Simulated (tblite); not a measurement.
Geometry relaxation of C₅H₈OP₂Si (part 1 of 4)

C₅H₈OP₂Si, computed with GFN2-xTB geometry optimisation, gas phase (tblite 0.8.0).

It belongs to a series of runs on one base structure; here: C3H6OH replaced by 3-furyl.

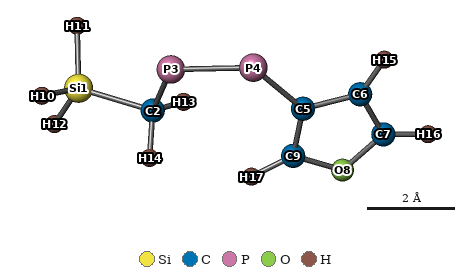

*The input geometry (ball-and-stick view, seen at a tilt; atoms are numbered from 1 in the order of the input).*

Bond lengths as drawn: C–C 1.38 to 1.39 Å, C–H 1.08 to 1.12 Å, C–O 1.31 to 1.33 Å, C–P 1.84 to 1.85 Å, C–Si 1.87 Å, H–Si 1.45 to 1.49 Å and P–P 1.99 Å.

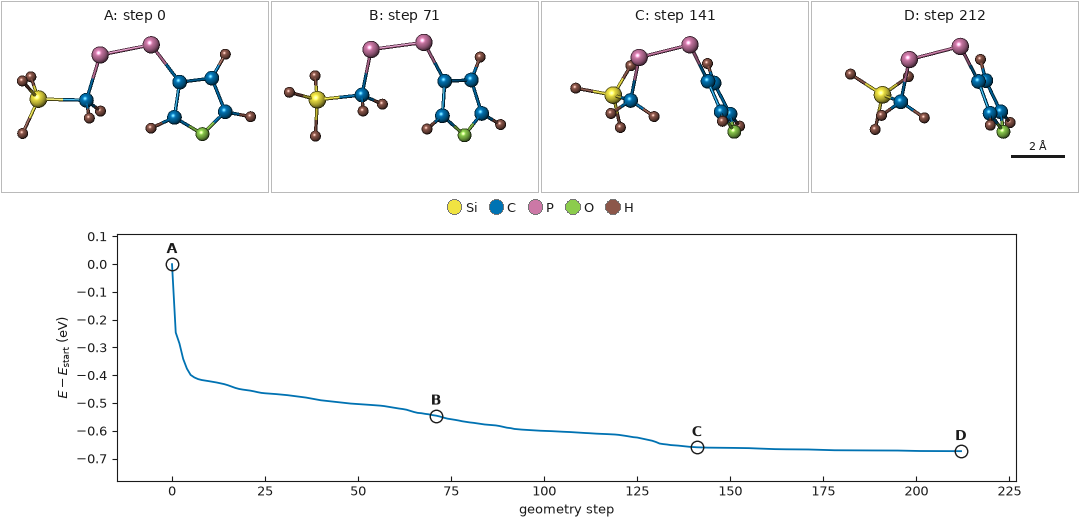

*Frames of the relaxation (ball-and-stick view, seen on its broad side) above the curves, on which the letters mark them (steps are counted from 0).*

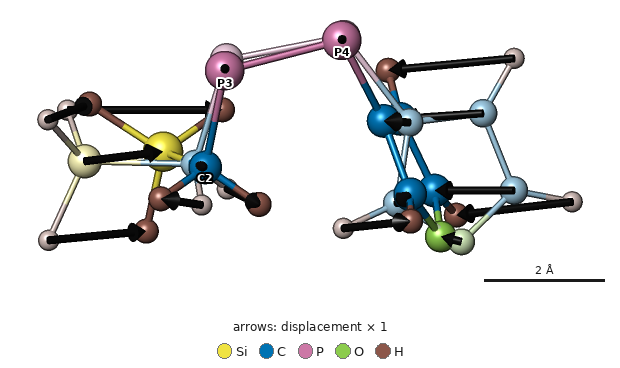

*Start (faint) and end (solid) with the displacements as black arrows, at true length (ball-and-stick view, seen on its broad side). The two geometries are laid on each other by the best rigid fit.*

After 212 geometry steps the energy has fallen by 0.673 eV. Largest force component: 2.5 eV/Å at the start, 0.007 eV/Å at the end. The largest move after the best rigid fit is that of H11, 2.60 Å. By element the largest moves are H 2.60 Å, Si 1.48 Å, C 1.47 Å, P 1.23 Å, O 0.36 Å. Among the contacts that change: C5–C6 1.376 → 1.425 Å, P3–P4 1.994 → 2.040 Å, Si1–C2 1.872 → 1.912 Å, C6–C7 1.393 → 1.357 Å. Among the angles that change: O8–C7–H16 129.0° → 117.2°, O8–C9–H17 128.3° → 117.8°, P3–P4–C5 115.8° → 105.4°. (Atoms are counted from 1 in the order of the input.)

The input that produced these results follows, with the program's output.

### Input
```
{"job": {"kind": "relax", "xc": "GFN2-xTB", "basis": "xTB"}, "charge": 0, "multiplicity": 1}
Si    -3.449500    -0.947900    -0.343800
C     -1.734500    -0.510900     0.264800
P     -1.647700     1.336400     0.364000
P      0.164000     2.153800     0.527100
C      1.570900     0.974200     0.600600
C      2.834200     1.312100     0.171100
C      3.612500     0.174700     0.370500
O      2.856900    -0.771500     0.883000
C      1.613300    -0.334400     1.028400
H     -4.394700    -0.240600     0.558200
H     -3.680900    -0.384600    -1.701000
H     -3.747600    -2.365800    -0.251700
H     -0.970400    -0.925500    -0.430300
H     -1.650600    -1.000900     1.269100
H      3.203800     2.261900    -0.231500
H      4.662600     0.151500     0.139900
H      0.750500    -0.870400     1.421200
```

The first line tells a small driver script what to run in tblite; the rest is the geometry in Å.

Run as:
```bash
OMP_NUM_THREADS=1 python <driver script> task.json out
```

### What the program printed
```
step      E/eV     max force
  0    -695.31917    2.610
  1    -695.56545    0.859
  2    -695.60496    0.645
  3    -695.66037    0.542
  4    -695.69533    0.510
  5    -695.71806    0.342
  6    -695.72711    0.278
  7    -695.73301    0.188
  8    -695.73645    0.151
  9    -695.73873    0.120
 10    -695.74071    0.106
 11    -695.74286    0.133
 12    -695.74534    0.135
 13    -695.74805    0.137
 14    -695.75110    0.198
 15    -695.75507    0.227
 16    -695.76000    0.226
 17    -695.76479    0.176
 18    -695.76845    0.131
 19    -695.77082    0.148
 20    -695.77255    0.129
 21    -695.77452    0.128
 22    -695.77711    0.146
 23    -695.78014    0.150
 24    -695.78270    0.117
 25    -695.78413    0.069
 26    -695.78505    0.063
 27    -695.78604    0.076
 28    -695.78710    0.095
 29    -695.78824    0.083
 30    -695.78945    0.089
 31    -695.79088    0.109
 32    -695.79266    0.124
 33    -695.79464    0.145
 34    -695.79630    0.124
 35    -695.79774    0.102
 36    -695.79959    0.124
 37    -695.80208    0.170
 38    -695.80491    0.172
 39    -695.80742    0.113
 40    -695.80932    0.092
 41    -695.81082    0.103
 42    -695.81243    0.111
 43    -695.81412    0.103
 44    -695.81560    0.081
 45    -695.81699    0.090
 46    -695.81851    0.101
 47    -695.81999    0.091
 48    -695.82116    0.088
 49    -695.82201    0.079
 50    -695.82275    0.072
 51    -695.82362    0.083
 52    -695.82467    0.082
 53    -695.82573    0.090
 54    -695.82670    0.080
 55    -695.82761    0.090
 56    -695.82871    0.100
 57    -695.83024    0.117
 58    -695.83252    0.133
 59    -695.83508    0.151
 60    -695.83738    0.119
 61    -695.83909    0.115
 62    -695.84088    0.142
 63    -695.84332    0.164
 64    -695.84748    0.226
 65    -695.85148    0.191
 66    -695.85467    0.132
 67    -695.85586    0.141
 68    -695.85821    0.126
 69    -695.85990    0.111
 70    -695.86282    0.145
 71    -695.86477    0.160
 72    -695.86791    0.155
 73    -695.87189    0.134
 74    -695.87544    0.135
 75    -695.87745    0.109
 76    -695.87972    0.148
 77    -695.88210    0.145
 78    -695.88494    0.179
 79    -695.88712    0.115
 80    -695.88908    0.132
 81    -695.89053    0.152
 82    -695.89252    0.133
 83    -695.89467    0.132
 84    -695.89646    0.118
 85    -695.89770    0.099
 86    -695.89875    0.083
 87    -695.89986    0.093
 88    -695.90206    0.102
 89    -695.90505    0.135
 90    -695.90810    0.145
 91    -695.90966    0.178
 92    -695.91253    0.096
 93    -695.91391    0.095
 94    -695.91494    0.090
 95    -695.91583    0.082
 96    -695.91688    0.074
 97    -695.91800    0.061
 98    -695.91858    0.054
 99    -695.91903    0.046
100    -695.91950    0.048
101    -695.91995    0.054
102    -695.92049    0.056
103    -695.92133    0.062
104    -695.92206    0.051
105    -695.92261    0.056
106    -695.92312    0.055
107    -695.92376    0.064
108    -695.92469    0.089
109    -695.92561    0.067
110    -695.92621    0.120
111    -695.92716    0.072
112    -695.92778    0.069
113    -695.92884    0.091
114    -695.92952    0.103
115    -695.93020    0.098
116    -695.93072    0.052
117    -695.93121    0.074
118    -695.93178    0.064
119    -695.93258    0.086
120    -695.93380    0.103
121    -695.93561    0.107
122    -695.93775    0.107
123    -695.93989    0.115
124    -695.94225    0.140
125    -695.94347    0.183
126    -695.94636    0.095
127    -695.94917    0.103
128    -695.95211    0.142
129    -695.95499    0.201
130    -695.95943    0.155
131    -695.96509    0.135
132    -695.96714    0.221
133    -695.96859    0.152
134    -695.97061    0.097
135    -695.97147    0.087
136    -695.97255    0.107
137    -695.97409    0.097
138    -695.97536    0.085
139    -695.97684    0.078
140    -695.97780    0.075
141    -695.97859    0.071
142    -695.97907    0.089
143    -695.97965    0.052
144    -695.97986    0.027
145    -695.97995    0.026
146    -695.98009    0.024
147    -695.98025    0.024
148    -695.98038    0.024
149    -695.98053    0.027
150    -695.98069    0.029
151    -695.98086    0.028
152    -695.98102    0.027
153    -695.98119    0.028
154    -695.98140    0.038
155    -695.98169    0.056
156    -695.98211    0.054
157    -695.98268    0.066
158    -695.98331    0.064
159    -695.98386    0.052
160    -695.98432    0.064
161    -695.98477    0.061
162    -695.98523    0.052
163    -695.98556    0.040
164    -695.98575    0.028
165    -695.98585    0.023
166    -695.98592    0.017
167    -695.98597    0.020
168    -695.98605    0.025
169    -695.98615    0.029
170    -695.98630    0.035
171    -695.98652    0.041
172    -695.98681    0.044
173    -695.98718    0.051
174    -695.98768    0.052
175    -695.98817    0.053
176    -695.98865    0.077
177    -695.98904    0.043
178    -695.98926    0.021
179    -695.98937    0.031
180    -695.98951    0.030
181    -695.98962    0.030
182    -695.98975    0.023
183    -695.98984    0.019
184    -695.98989    0.013
185    -695.98991    0.013
186    -695.98993    0.015
187    -695.98995    0.014
188    -695.98998    0.013
189    -695.98999    0.014
190    -695.99002    0.012
191    -695.99005    0.014
192    -695.99009    0.015
193    -695.99014    0.019
194    -695.99022    0.024
195    -695.99033    0.024
196    -695.99053    0.031
197    -695.99076    0.039
198    -695.99106    0.056
199    -695.99146    0.042
200    -695.99185    0.033
201    -695.99200    0.024
202    -695.99202    0.039
203    -695.99211    0.028
204    -695.99218    0.015
205    -695.99222    0.014
206    -695.99231    0.023
207    -695.99235    0.017
208    -695.99240    0.016
209    -695.99244    0.013
210    -695.99250    0.015
211    -695.99253    0.014
212    -695.99256    0.008
```

### Trajectory as extended XYZ (Å, eV, eV/Å), 48 of the 213 frames kept, from step=0 to step=212
```
17
Properties=species:S:1:pos:R:3:forces:R:3 step=0 energy=-695.31917
Si   -3.4495   -0.9479   -0.3438   -1.3710   0.6250  -0.4050
C    -1.7345   -0.5109    0.2648    0.8680  -0.9220   0.2640
P    -1.6477    1.3364    0.3640   -0.9770  -0.1510   0.0660
P     0.1640    2.1538    0.5271    1.3140   0.2910   0.1740
C     1.5709    0.9742    0.6006   -2.2680   0.3130   0.0960
C     2.8342    1.3121    0.1711    2.3400   0.0870  -0.5010
C     3.6125    0.1747    0.3705   -0.5070   2.4720  -0.6650
O     2.8569   -0.7715    0.8830    0.3140  -1.9940   0.5960
C     1.6133   -0.3344    1.0284   -0.7010   0.9010  -0.1300
H    -4.3947   -0.2406    0.5582    0.1700  -0.1850  -0.1570
H    -3.6809   -0.3846   -1.7010    0.1650  -0.2750   0.3120
H    -3.7476   -2.3658   -0.2517    0.1380  -0.2430  -0.0720
H    -0.9704   -0.9255   -0.4303   -0.2100   0.2550   0.6250
H    -1.6506   -1.0009    1.2691    0.3280   0.5340  -0.6850
H     3.2038    2.2619   -0.2315   -0.4170  -0.6530   0.2920
H     4.6626    0.1515    0.1399   -0.1610  -0.7980   0.2790
H     0.7505   -0.8704    1.4212    0.9760  -0.2570  -0.0890
17
Properties=species:S:1:pos:R:3:forces:R:3 step=5 energy=-695.71806
Si   -3.5216   -0.9266   -0.3542    0.2960  -0.1230   0.1070
C    -1.7444   -0.5387    0.2515    0.1630   0.2180   0.0660
P    -1.6691    1.3344    0.3868    0.0000   0.0320   0.0560
P     0.1750    2.1967    0.5380   -0.1700  -0.0920  -0.0010
C     1.5194    0.9958    0.5606   -0.0730   0.0300   0.0660
C     2.8452    1.3272    0.1687    0.2430   0.0940  -0.2210
C     3.5984    0.2206    0.3688    0.0150   0.0470  -0.0130
O     2.8516   -0.7714    0.8849   -0.0110  -0.0200   0.0460
C     1.6071   -0.2930    1.0075   -0.1590  -0.1430  -0.0250
H    -4.4111   -0.2399    0.5678   -0.1790   0.0520   0.0800
H    -3.6674   -0.4060   -1.7049   -0.0310  -0.0100  -0.1420
H    -3.7273   -2.3746   -0.2694    0.0120  -0.0030  -0.0690
H    -0.9476   -0.9198   -0.3873   -0.0490   0.0240  -0.0740
H    -1.5935   -0.9634    1.2451   -0.0210   0.0490   0.0320
H     3.1832    2.2579   -0.2285   -0.0190   0.1570  -0.0550
H     4.6371    0.0413    0.1796    0.0230  -0.1240   0.0660
H     0.8580   -0.9285    1.4249   -0.0390  -0.1870   0.0810
17
Properties=species:S:1:pos:R:3:forces:R:3 step=9 energy=-695.73873
Si   -3.5053   -0.9263   -0.3455   -0.0100   0.0230   0.0000
C    -1.7301   -0.5209    0.2574   -0.0370  -0.0030   0.0100
P    -1.6786    1.3408    0.3977   -0.0190   0.0810   0.0430
P     0.1646    2.1942    0.5398    0.0380  -0.0100   0.0030
C     1.5180    0.9972    0.5578   -0.0200  -0.0320  -0.0440
C     2.8501    1.3326    0.1519   -0.0650  -0.0240   0.0150
C     3.5983    0.2241    0.3686    0.0010  -0.0250  -0.0190
O     2.8471   -0.7659    0.8869    0.0030  -0.0040  -0.0200
C     1.5960   -0.2976    0.9996    0.0200  -0.0300   0.0260
H    -4.4273   -0.2410    0.5702    0.0350  -0.0800  -0.0830
H    -3.6674   -0.4152   -1.7120    0.0200  -0.0640   0.0840
H    -3.7210   -2.3770   -0.2808    0.0550   0.0530  -0.0330
H    -0.9477   -0.9134   -0.3918    0.0130   0.0800  -0.0300
H    -1.5862   -0.9511    1.2486    0.0330   0.0390   0.0540
H     3.1785    2.2765   -0.2363   -0.0510  -0.0630  -0.0020
H     4.6356    0.0116    0.1940   -0.0290   0.0080   0.0330
H     0.8683   -0.9564    1.4335    0.0140   0.0500  -0.0380
17
Properties=species:S:1:pos:R:3:forces:R:3 step=14 energy=-695.75110
Si   -3.4838   -0.9270   -0.3364   -0.0510   0.0250  -0.0300
C    -1.7257   -0.4949    0.2721    0.0460   0.0760   0.0360
P    -1.6901    1.3710    0.4260   -0.0060  -0.0270   0.0230
P     0.1675    2.1929    0.5427    0.0350   0.0490   0.0050
C     1.5053    0.9795    0.5413    0.0180   0.0020   0.0150
C     2.8362    1.3209    0.1410   -0.0180  -0.0290  -0.0180
C     3.5913    0.2184    0.3623    0.0120  -0.0450   0.0320
O     2.8457   -0.7721    0.8841   -0.0300  -0.0390   0.0310
C     1.5952   -0.3088    0.9971   -0.0610  -0.0180  -0.0370
H    -4.4381   -0.2686    0.5485   -0.0550   0.0200   0.0660
H    -3.6585   -0.4427   -1.6997    0.0350   0.0570  -0.1120
H    -3.6895   -2.3679   -0.3026    0.0570  -0.1870   0.0300
H    -0.9489   -0.8660   -0.3996    0.0060   0.0790   0.0910
H    -1.5656   -0.9214    1.2650    0.0380   0.0210  -0.0660
H     3.1525    2.2665   -0.2471    0.0040  -0.0060  -0.0420
H     4.6294   -0.0024    0.2155    0.0400   0.0760  -0.0460
H     0.8700   -0.9652    1.4293   -0.0700  -0.0530   0.0230
17
Properties=species:S:1:pos:R:3:forces:R:3 step=18 energy=-695.76845
Si   -3.4652   -0.9362   -0.3330   -0.0480  -0.0060  -0.0440
C    -1.7241   -0.4342    0.2987   -0.0580  -0.0530  -0.0540
P    -1.6987    1.4202    0.4798   -0.0460   0.1200   0.0230
P     0.1791    2.2043    0.5480    0.0270  -0.0600   0.0040
C     1.4835    0.9494    0.5197    0.0220   0.0140   0.0470
C     2.8143    1.2891    0.1222    0.0020   0.0260  -0.0230
C     3.5793    0.1969    0.3613   -0.0300   0.0200   0.0190
O     2.8344   -0.7945    0.8874   -0.0550   0.0440   0.0050
C     1.5784   -0.3353    0.9866   -0.0580  -0.0060  -0.0060
H    -4.4684   -0.3083    0.5333    0.0650  -0.0610  -0.0270
H    -3.6307   -0.4660   -1.7125    0.0540   0.0290   0.0560
H    -3.6151   -2.3970   -0.3245    0.0940   0.0570   0.0710
H    -0.9426   -0.7632   -0.3842    0.0790  -0.0070  -0.0210
H    -1.5206   -0.8718    1.2763   -0.0670  -0.0310   0.0190
H     3.1117    2.2361   -0.2759    0.0780  -0.0020  -0.0450
H     4.6278    0.0083    0.2320   -0.0530  -0.0160  -0.0350
H     0.8499   -0.9858    1.4244   -0.0070  -0.0690   0.0090
17
Properties=species:S:1:pos:R:3:forces:R:3 step=23 energy=-695.78014
Si   -3.4486   -0.9435   -0.3402    0.0580   0.1020   0.0060
C    -1.7301   -0.3998    0.3014    0.1180   0.0770   0.0510
P    -1.7137    1.4628    0.5167   -0.0110  -0.1380  -0.0230
P     0.1822    2.2040    0.5547   -0.0520   0.0840   0.0260
C     1.4683    0.9367    0.5155   -0.0270   0.0150  -0.0310
C     2.7987    1.2779    0.1100   -0.0610  -0.0130   0.0310
C     3.5598    0.1887    0.3638    0.0200  -0.0510  -0.0290
O     2.8161   -0.8014    0.8911    0.0110  -0.0270  -0.0010
C     1.5568   -0.3498    0.9828    0.0310   0.0490   0.0190
H    -4.4713   -0.3515    0.5207   -0.0030  -0.0180   0.0110
H    -3.5969   -0.4651   -1.7121   -0.0030   0.0290  -0.0560
H    -3.5359   -2.4004   -0.3106    0.0450  -0.0970   0.0280
H    -0.9244   -0.6991   -0.3734   -0.0490   0.0020   0.0300
H    -1.5262   -0.8479    1.2770   -0.0690   0.0160  -0.0390
H     3.1131    2.2131   -0.3075   -0.0270  -0.0270   0.0230
H     4.6063    0.0030    0.2295    0.0170  -0.0550  -0.0200
H     0.8387   -1.0156    1.4201    0.0010   0.0520  -0.0240
17
Properties=species:S:1:pos:R:3:forces:R:3 step=27 energy=-695.78604
Si   -3.4289   -0.9397   -0.3454    0.0000  -0.0520  -0.0270
C    -1.7227   -0.3738    0.3071   -0.0390  -0.0570  -0.0120
P    -1.7220    1.4735    0.5348    0.0120   0.0650   0.0080
P     0.1752    2.2144    0.5632    0.0110  -0.0060   0.0170
C     1.4544    0.9333    0.5106    0.0120   0.0220   0.0240
C     2.7859    1.2677    0.1064    0.0450  -0.0140  -0.0320
C     3.5491    0.1782    0.3590   -0.0130  -0.0060  -0.0210
O     2.8053   -0.8079    0.8921   -0.0310   0.0040  -0.0110
C     1.5482   -0.3508    0.9849   -0.0260   0.0050   0.0020
H    -4.4710   -0.3801    0.5143    0.0070  -0.0010  -0.0010
H    -3.5779   -0.4598   -1.7189   -0.0070  -0.0040  -0.0100
H    -3.4802   -2.4068   -0.2973    0.0420   0.0620  -0.0140
H    -0.9166   -0.6654   -0.3652    0.0480  -0.0390   0.0060
H    -1.5407   -0.8344    1.2774    0.0260  -0.0090   0.0550
H     3.1084    2.1948   -0.3204   -0.0410   0.0270   0.0180
H     4.5956   -0.0099    0.2233   -0.0070  -0.0370  -0.0200
H     0.8309   -1.0213    1.4136   -0.0400   0.0400   0.0170
```
